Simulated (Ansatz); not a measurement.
The starting structures come from a database of crystals and need not be the phases stable at ambient conditions.

 Where the default PAW files enter, the runs use the earlier of Ansatz's two default sets.

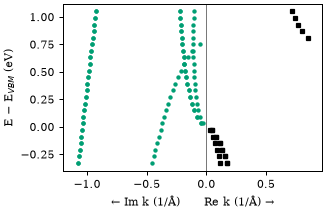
*Complex bands at the centre of the two-dimensional zone; Ansatz (an electronic-structure program) with r2SCAN*

No gap correction and no spin-orbit coupling; mid-gap values are interpolated between computed energies.

### Question
This is Li3Bi (Fm-3m, not sure to be the ambient phase, 4 atoms a cell, 18.7 Å³ an atom) along the normal of (001). Read off the slowest decay at the centre of the two-dimensional zone at 0.39 eV, the computed energy nearest the middle of the gap.

### Answer
κ ≈ 0.10 1/Å, a decay length 1/(2κ) of the density of 5.2 Å.
